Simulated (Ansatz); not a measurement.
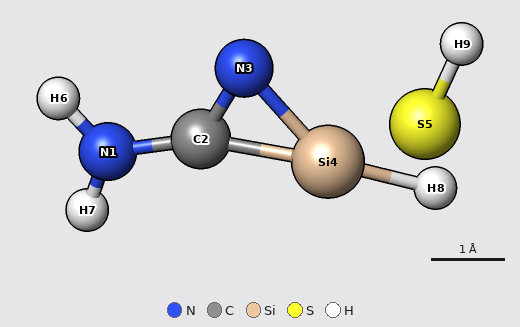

*The structure as given in the input (ball-and-stick view, seen at a tilt; atoms are numbered from 1 in the order of the input).*

Bond lengths as drawn: C–N 1.30 to 1.33 Å, C–Si 1.78 Å, H–N 1.01 to 1.02 Å, H–S 1.35 Å, H–Si 1.59 Å and N–Si 1.76 Å.

Frequency calculation of CH4N2SSi

The run: frequency calculation of CH4N2SSi. Method and program: RKS CAM-B3LYP-D4/def2-SVP (Ansatz 0.2.0).

It belongs to a series of runs on one base structure; here: vibrations at the highest image of the band. Figures and captions count atoms from 1; the log counts them from 0 in places.

## Input file
```yaml
crystal:
  periodic: [false, false, false]
  atoms:
    - { symbol: "N", position_ang: [-1.344486, 0.393578, 1.573797] }
    - { symbol: C, position_ang: [-0.553403, -0.233121, 0.700868] }
    - { symbol: "N", position_ang: [0.517557, -0.949909, 0.87055] }
    - { symbol: Si, position_ang: [0.091816, -0.861452, -0.839897] }
    - { symbol: S, position_ang: [1.427895, 0.842558, -2.060085] }
    - { symbol: H, position_ang: [-1.114258, 0.370359, 2.562483] }
    - { symbol: H, position_ang: [-2.117447, 0.962251, 1.259902] }
    - { symbol: H, position_ang: [0.619183, -0.745924, -2.331352] }
    - { symbol: H, position_ang: [2.561543, 0.175457, -1.753265] }
basis:
  gaussian: { orbitals: def2-SVP }
hamiltonian:
  xc: cam_b3lyp
  dispersion: d4
phonons: {}
```

Machine: 2 threads of INTEL XEON PLATINUM @ 2.30GHz (Emerald Rapids), 24 GiB of memory available, shared host.

Command:
```bash
ansatz run input.yaml --threads 2 --pin off --max-ram 3072MiB --backend cpu --events-out ev --progress --plain --runs-dir out
```

## Output
```
Engine: ansatz 0.2.0, x86_64-unknown-linux-gnu
Functional definition: CAM-B3LYP
  parameter alpha = 0.19
  parameter beta = 0.46
  parameter omega = 0.33/bohr
  parameter ac = 0.81
  exchange = (1 - alpha - beta)*b88_x + beta*b88_x_sr(omega) + alpha*exact_x + beta*exact_x_lr(omega)
  correlation = (1 - ac)*vwn5_c + ac*lyp_c
1056 factors; integrals over basis functions are off by at most 3.5e-4 eV
357 factors; integrals over basis functions are off by at most 1.0e-6 eV
mean field evaluation 1: about -22774.5436 eV, gradient 5.5e1 eV
mean field evaluation 2: about -22764.2618 eV, gradient 8.4e1 eV
mean field evaluation 4: about -22781.3172 eV, gradient 6.2e0 eV
mean field evaluation 8: about -22781.4241 eV, gradient 1.3e-1 eV
mean field evaluation 16: about -22781.4241 eV, gradient 2.0e-4 eV
mean field -22781.42414226 eV, -837.2018954243 hartree, gradient 5.0e-5 eV, S^2 0.000000; 0 other end points of the search recorded, 0 dependent functions left out
the calculation of the forces begins
reference -22781.42426008 eV, -837.2018997541 hartree; 27, 27 occupied and 71, 71 virtual orbitals, 1056 factors
these checks for a lower state are left out or cut short: stability, starts, cluster_reference, orbital_swaps, neighbouring_geometries, increment
1056 factors; integrals over basis functions are off by at most 3.5e-4 eV
357 factors; integrals over basis functions are off by at most 1.0e-6 eV
mean field -22781.42398230 eV, -837.2018895459 hartree, gradient 9.2e-7 eV, S^2 0.000000; 0 other end points of the search recorded, 0 dependent functions left out
[... from here on the field's lines of each further geometry are left out, up to the last ...]
the calculation of the forces begins
reference -22781.42424869 eV, -837.2018993353 hartree; 27, 27 occupied and 71, 71 virtual orbitals, 1056 factors
these checks for a lower state are left out or cut short: stability, starts, cluster_reference, orbital_swaps, neighbouring_geometries, increment
1056 factors; integrals over basis functions are off by at most 3.5e-4 eV
357 factors; integrals over basis functions are off by at most 1.0e-6 eV
mean field -22781.42414173 eV, -837.2018954047 hartree, gradient 1.7e-6 eV, S^2 0.000000; 0 other end points of the search recorded, 0 dependent functions left out
the calculation of the forces begins
reference -22781.42425956 eV, -837.2018997348 hartree; 27, 27 occupied and 71, 71 virtual orbitals, 1056 factors
WARN: phonons: modes at or below zero, which the zero-point energy, F, S and C_V leave out: 1, the lowest at -1247.97 cm⁻¹. A minimum has none, and a first-order saddle one
Total energy: -22781.61829382 eV, -837.2090303625 hartree
Atom 0 at    -1.344486     0.393578     1.573797 Å, force     0.012025    -0.007930    -0.004326 eV/Å
Atom 1 at    -0.553403    -0.233121     0.700868 Å, force    -0.021748     0.001400    -0.007275 eV/Å
Atom 2 at     0.517557    -0.949909     0.870550 Å, force    -0.000616     0.007724     0.002892 eV/Å
Atom 3 at     0.091816    -0.861452    -0.839897 Å, force     0.008566    -0.001645    -0.000693 eV/Å
Atom 4 at     1.427895     0.842558    -2.060085 Å, force     0.003894     0.000597     0.001551 eV/Å
Atom 5 at    -1.114258     0.370359     2.562483 Å, force     0.002940     0.001427    -0.000618 eV/Å
Atom 6 at    -2.117447     0.962251     1.259902 Å, force    -0.000252    -0.000502     0.004554 eV/Å
Atom 7 at     0.619183    -0.745924    -2.331352 Å, force    -0.006147    -0.000330     0.003824 eV/Å
Atom 8 at     2.561543     0.175457    -1.753265 Å, force     0.001337    -0.000741     0.000091 eV/Å
Dipole moment:    -0.494895     0.139686     0.197197 e Å
Vibrations: -1247.97 83.57 123.50 199.15 258.13 332.00 342.53 419.57 531.72 623.48 702.02 773.62 819.35 1076.37 1351.07 1568.17 1696.91 1741.55 2708.17 3581.24 3737.56 cm⁻¹, zero-point energy 1.405340 eV
```

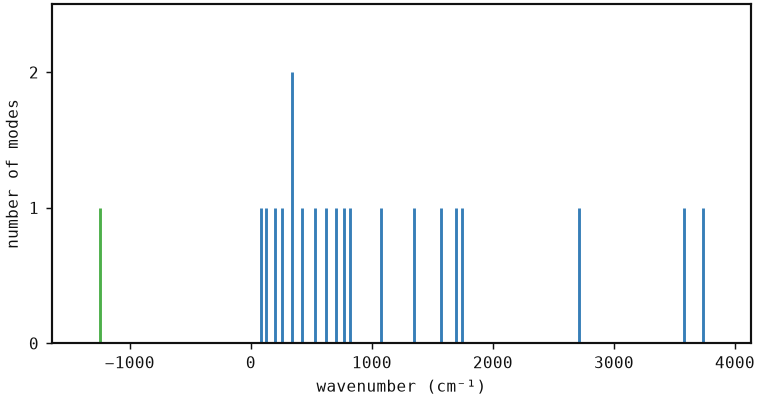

*Harmonic vibrational wavenumbers from the force constants; neighbouring modes closer than 23 cm⁻¹ are counted in one stick, and imaginary ones are drawn at negative wavenumbers.*

21 modes from 1248i to 3738 cm⁻¹, 1 imaginary beyond 8i (1248i cm⁻¹): a first-order saddle point, if the geometry is stationary.

## Key numbers

```json
{"quantity": "outcome", "value": "converged"}
{"quantity": "total energy", "value": "−22781.6183 eV"}
{"quantity": "mean-field energy", "value": "−22781.4243 eV"}
{"quantity": "largest force (length of the vector)", "value": "0.023 eV/Å"}
{"quantity": "wall time", "value": "65 s (CPU time 2.1 min)"}
{"quantity": "peak memory", "value": "0.26 GiB"}
```
